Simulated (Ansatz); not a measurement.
KGaH₆ (space group Pm-3m, No. 221): the end point of a relaxation with DFT PBE, scalar-relativistic, plane waves, PAW in Ansatz 0.2.0; the starting structure was generated, so it need not be a known form of this composition.

```xyz
8
Lattice="6.0806 0.0000 0.0000 0.0000 6.0806 0.0000 0.0000 0.0000 6.0806" Properties=species:S:1:pos:R:3 pbc="T T T"
K     0.0000    0.0000    0.0000
Ga    3.0403    3.0403    3.0403
H     3.4140    0.0000    0.0000
H     2.6665    0.0000    0.0000
H     0.0000    3.4140    0.0000
H     0.0000    2.6665    0.0000
H     0.0000    0.0000    3.4140
H     0.0000    0.0000    2.6665
```

Bonds are taken as H–H below 0.8 Å and H–K below 3 Å. Atoms with one bond or none are removed and atoms with two bonds are replaced by edges, until no such atom is left.

Derive the underlying net.

The result is a uninodal 6-connected, three-periodic net: K is a 6-connected node. H becomes part of the edges. Ga drops out. It is the pcu net, known from NaCl, ReO3 and the B-X framework of perovskite. It is a single net, without interpenetration.

| node | links | point symbol | coordination sequence |
| --- | --- | --- | --- |
| K | 6 | 4¹²·6³ | 6 18 38 66 |

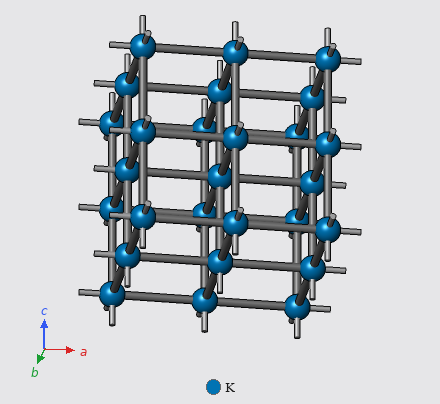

Nodes are coloured by topological kind. Edges to nodes outside the piece are drawn as stubs.
